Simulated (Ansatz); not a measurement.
## Electronic structure of Hf2O4 (triplet) in real space

```xyz
6

Hf   -0.6796    1.5235    0.2575
Hf    0.3697   -1.2410   -0.0466
O    -0.9925   -0.1024   -0.8660
O     0.7092    0.3306    1.0671
O     0.1454    2.7355   -0.7432
O     0.4478   -3.2462    0.3312
```

Geometry: r2SCAN-D4/def2-SVP; core potentials replace the inner electrons of Hf.

Method: UKS PBE0-D4/def2-TZVP in Ansatz 0.2.0.

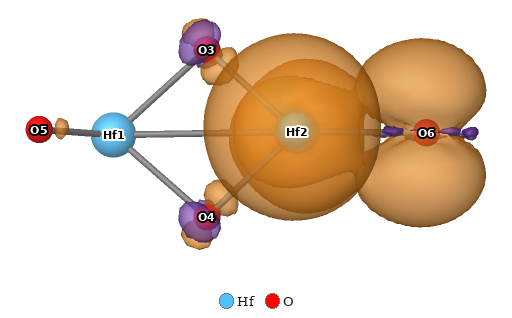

Figure 1. Isosurfaces of the spin density (α minus β) at +0.015 (orange) and −0.015 e/Å³ (purple), seen at a tilt.

> Which atoms carry the spin?

The unpaired spin (2 electrons) lies mostly on Hf2 (about 1.0) and O6 (about 0.9), in electrons by Hirshfeld's partition.

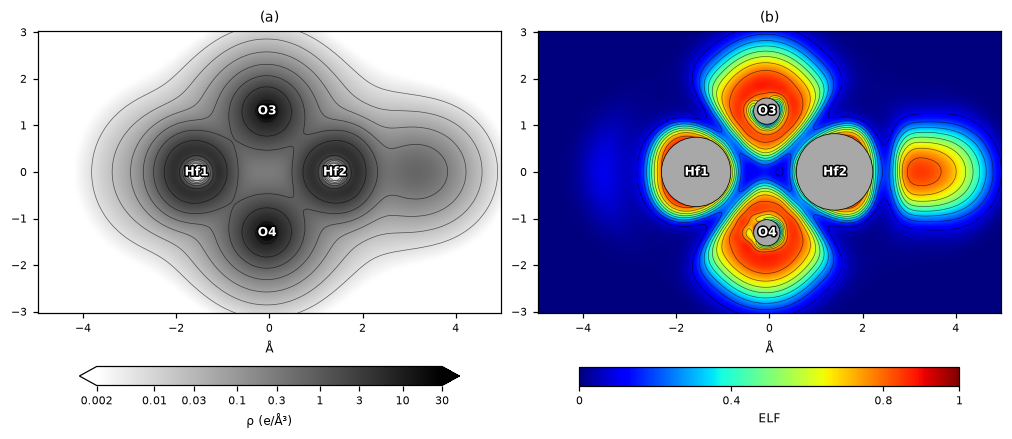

Figure 2. (a) electron density; (b) ELF on the plane of atoms Hf1, Hf2 and O4. Grey discs cover the atomic cores in the ELF map.

> Interpret the plot.

Atoms in the plane: Hf and O.
Hf–Hf (2.97 Å): the density is about 0.29 e/Å³ at the midpoint; the ELF is about 0.15 at the midpoint.
Hf–O (1.96 Å): the density is about 0.91 e/Å³ at the midpoint; the ELF peaks at about 0.80 in the valence shell of O, 0.5 Å from its nucleus, and drops to about 0.25 between the two atoms.
Hf–O (2.00 Å): the density is about 0.81 e/Å³ at the midpoint; the ELF peaks at about 0.85 in the valence shell of O, 0.6 Å from its nucleus, and drops to about 0.25 between the two atoms.

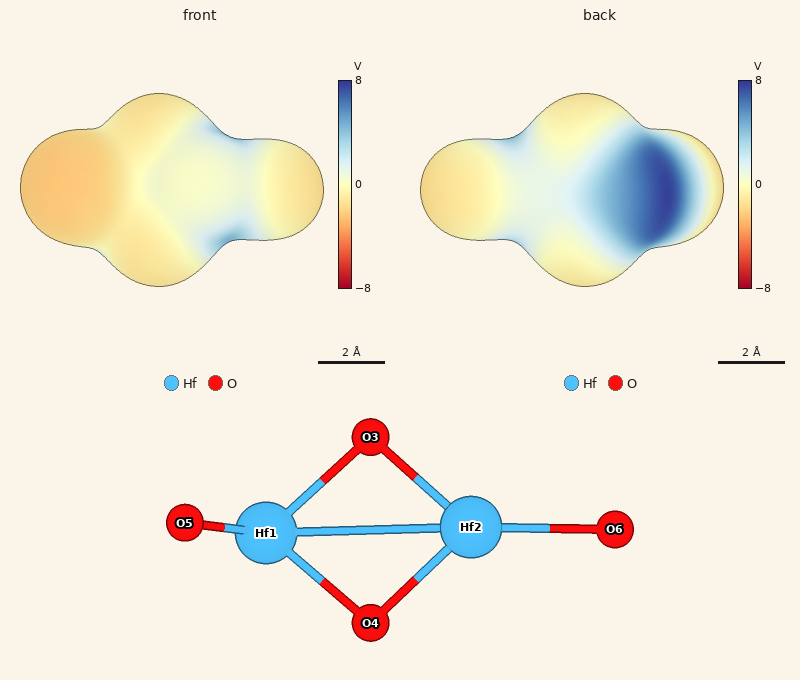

Figure 3. The molecular electrostatic potential painted on the density surface at 0.002 e/bohr³, seen from the front and from behind; the colour scale runs from red (negative) to blue (positive). The bare structure is drawn below in the same view.

> Describe the electrostatic potential map.

The most negative region (about −2.4 V) lies over O5, the most positive (about +7.5 V) over Hf1. O5 is the likeliest acceptor of a hydrogen bond.

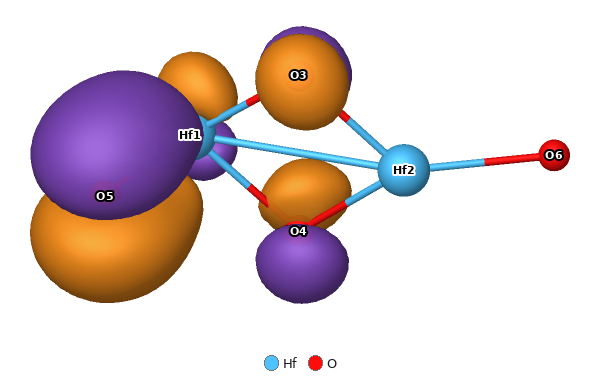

Figure 4. The HOMO−1 (β) at ±0.1 Å⁻³ᐟ² (orange and purple are the two phases), seen at an oblique angle.

> Describe this orbital and give its energy.

Its weight (Hirshfeld) is mainly on O5 (about 65 %), Hf1 (about 15 %), O3 (about 5 %) and O4 (about 5 %). Its energy is −7.99 eV.
